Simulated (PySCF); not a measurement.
```xyz
7

Ni    0.0010    0.0018   -0.0078
N     0.0413   -0.2270    1.7658
H     0.7290    0.1794    2.4112
H    -0.6266   -0.7742    2.3217
N    -0.0394    0.2305   -1.7815
H     0.6284    0.7768   -2.3382
H    -0.7275   -0.1773   -2.4255
```

Geometry: BP86-D3(BJ)/def2-SVP.

All numbers below come from DFT single point, gas phase, functional PBE0 (PySCF 2.14.0, density-fitted response routines).

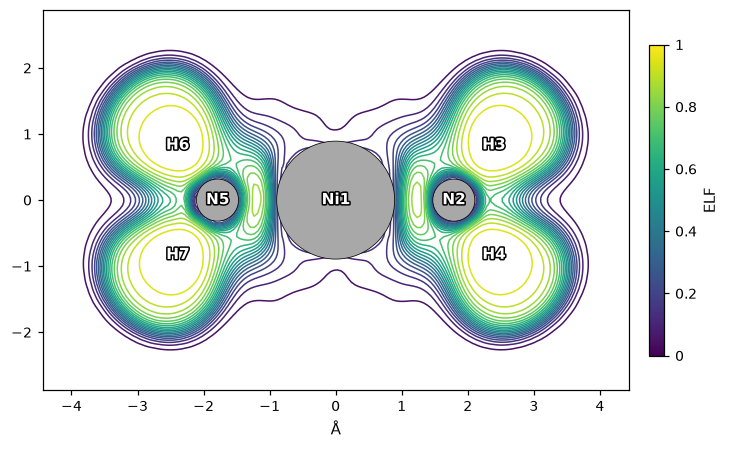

H$_{4}$N$_{2}$Ni (Ni(NH2)2) (triplet). Electron localisation function on the molecular plane. Grey discs cover the atomic cores.

### Read the bonding off the picture.

- The plane passes through Ni, N and H nuclei.
- Ni–N (1.79 Å): the ELF peaks at about 0.90 in the valence shell of N, 0.6 Å from its nucleus, and is about 0.25 at the midpoint.
- N–H (1.03 Å): the ELF climbs to about 1 towards the hydrogen, as it does in any bond to H: an ordinary covalent bond to hydrogen.
